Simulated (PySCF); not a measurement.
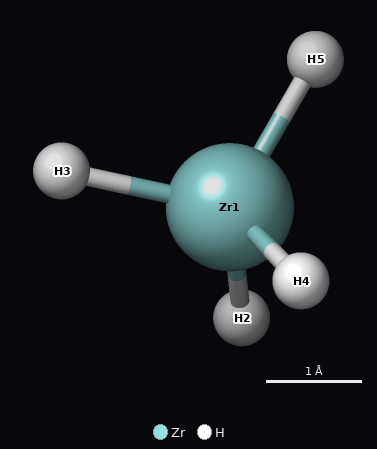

Fig. 1: The structure (ball-and-stick view, seen at a tilt; atoms are numbered from 1 in the order of the input). Sticks mark near contacts. Bond lengths as drawn: H–Zr 1.84 Å.

**Run report: ZrH4, frequency calculation**

ZrH4, computed with RKS-based PBE0, Zr x2c-TZVPall, H x2c-TZVPall; spin-free X2C-1e, Gaussian nucleus; density fitting (PySCF 2.14.0).

### Input file
```python
from pyscf import gto, scf, dft
mol = gto.M(atom='''
Zr     0.000000     0.000000     0.000000
H      0.000681     1.503865    -1.063393
H     -0.000000    -1.503865    -1.063393
H      1.503524    -0.000340     1.063874
H     -1.504205     0.000341     1.062912''',
    basis={'Zr': 'x2c-TZVPall', 'H': 'x2c-TZVPall'},
    nucmod='G',
    charge=0, spin=0)
mf = dft.RKS(mol, xc='PBE0')
mf.grids.atom_grid = (75, 302)
aux = {'Zr': 'AutoAux', 'H': 'AutoAux'}  # AutoAux: made from the orbital basis by basis_set_exchange (get_aux=1)
mf = mf.density_fit(auxbasis=aux).sfx2c1e()
mf.conv_tol = 1e-09
mf.diis_space = 10
mf.max_cycle = 60
mf.verbose = 4
mf.kernel()
```

The script is an equivalent of the set-up of the self-consistent field. The run itself was carried out by a driver, which started from the orbitals of the step before it where there was one and computed the further properties.

Run on 2 threads of Intel Xeon (Granite Rapids), 64 GiB of memory available, shared host.

Launched with:
```bash
OMP_NUM_THREADS=2 python axn.py task.json out
```

### Output
```
init E= -3600.36128887762
  HOMO = -0.313707478417914  LUMO = -0.0901241373979672  gap/eV = 6.08401
cycle= 1 E= -3600.36128887762  delta_E= 4.09e-12  |g|= 2.96e-07  |ddm|= 4.8e-07
  HOMO = -0.313707429405173  LUMO = -0.090124031742895  gap/eV = 6.08401
Extra cycle  E= -3600.36128887761  delta_E= 5.46e-12  |g|= 4.25e-07  |ddm|= 6.98e-07
converged SCF energy = -3600.36128887761
```

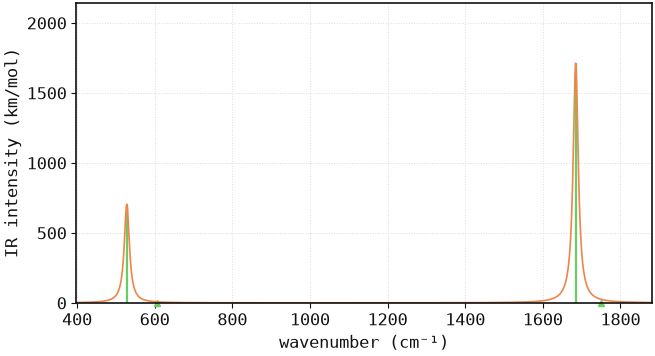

Fig. 2: Harmonic infrared spectrum, unscaled: sticks (degenerate modes added up, dark ones marked on the axis) with a Lorentzian envelope of 16 cm⁻¹ full width, scaled to the tallest stick. 9 modes from 528 to 1751 cm⁻¹, none imaginary. The strongest line is at 1685 cm⁻¹ (1712 km/mol). All modes, in cm⁻¹ (km/mol): 528 (235), 528 (235), 528 (235), 606 (0.0), 606 (0.0), 1685 (571), 1685 (571), 1685 (571), 1751 (0.0).

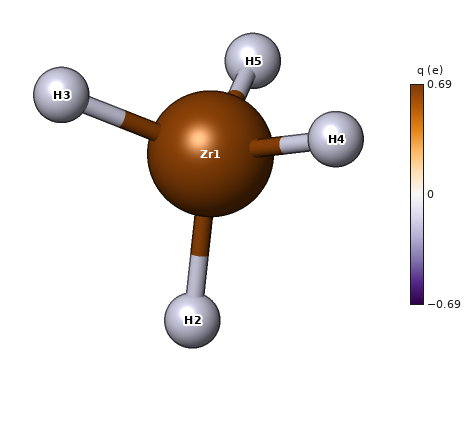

Fig. 3: Mulliken charges, as the colour of each atom (ball-and-stick view, seen at a tilt; atoms are numbered from 1 in the order of the input). By element: Zr +0.65 and H −0.16 e.

### Key numbers

```csv
quantity,value
outcome,converged
total energy,−3600.361289 hartree
HOMO,−8.54 eV
LUMO,−2.45 eV
zero-point energy,0.021874 hartree
dipole moment,0.00 D
"wavenumbers, lowest and highest",528 and 1751 cm⁻¹
wall time,14 s (CPU time 25 s)
peak memory,1.2 GiB
```
